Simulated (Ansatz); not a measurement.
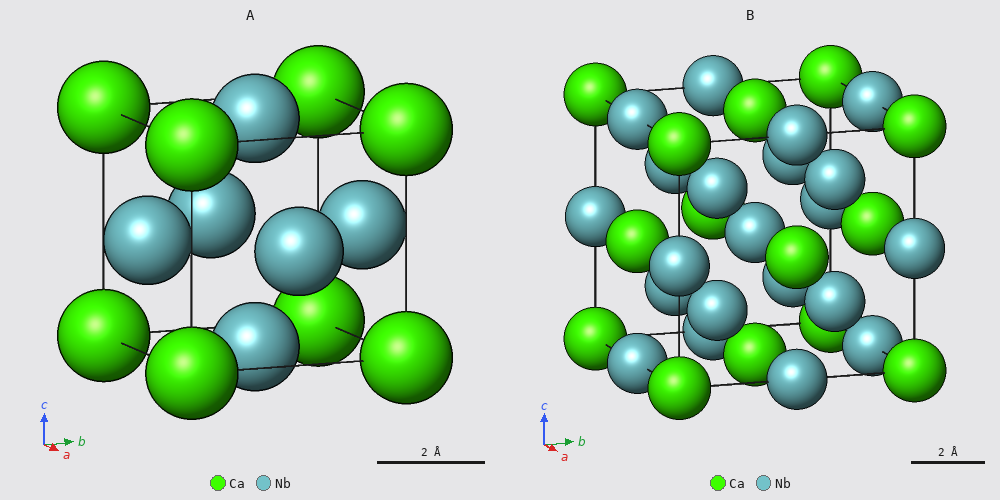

Two structures of CaNb₃, each relaxed to rest (conventional cells in solid outline, small ones repeated, not to one scale). Method: DFT PBE, scalar-relativistic, plane waves, PAW in Ansatz, without spin polarisation.

### What are A and B?

A: Cu₃Au (L1₂) type, Pm-3m. B: D0₃ (BiF₃ or Fe₃Al type), Fm-3m.

### Which of the two does the method prefer?

B is lower, by 109 meV/atom at this level of theory (energies at zero smearing). Volumes: A 20.6, B 20.3 Å³/atom.

One or both may be structure types tried for this composition rather than known phases.
